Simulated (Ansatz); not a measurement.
Ir: Ru on a Ir site, symmetric start

Consider a 12-atom supercell of Ir in the fcc (Cu type) structure (space group Fm-3m, No. 225; a = 3.845 Å) at its relaxed geometry.

Perturbation: a neutral Ru on a Ir site, symmetric start, atoms relaxed at fixed cell.

Level of theory: r2SCAN, PAW, 500 eV (Ansatz, a first-principles code; scalar-relativistic without spin-orbit coupling), earlier PAW set. Settings: 7×5×7 k-points, 0.05 eV Fermi–Dirac smearing.

Pressure: -1.4 GPa (base 0.1 GPa)
Energy gained by relaxation: 0.01 eV
Largest displacement of a host atom from its site in the perfect cell: 0.02 Å
Mean distance from the defect site to its nearest host atoms: 271 pm (base 272 pm)

Final structure:

```xyz
12
Lattice="0.0000 3.8450 3.8450 3.8450 -3.8450 3.8450 3.8450 3.8450 0.0000" Properties=species:S:1:pos:R:3 pbc="T T T"
Ru     0.0000     0.0000     0.0000
Ir     1.9225     1.9225     0.0000
Ir     1.9166     0.0000     1.9166
Ir     3.8450     1.9285     1.9166
Ir     3.8548    -0.0097     3.8548
Ir     5.7735     1.9166     3.8451
Ir     0.0000     1.9225     1.9225
Ir     1.9225     3.8450     1.9225
Ir     1.9166     1.9285     3.8450
Ir     3.8353     3.8548     3.8353
Ir     3.8451     1.9166     5.7735
Ir     5.7735     3.8450     5.7735
```

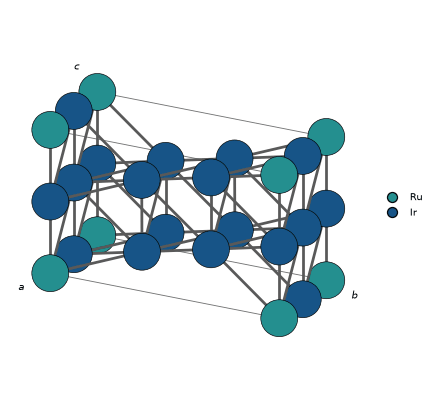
Fig. 1. The relaxed cell after the change

Cost of the whole job for the changed cell (relaxation, final SCF and bands): around 5 core-minutes (rough).

The cell is small, so the values are those of an ordered compound at a high defect concentration; dilute-limit values will differ. The defect started on the symmetric site and kept its symmetry, so it may sit on a saddle. All final runs are without spin polarisation. The defect cell is not spin-polarised.
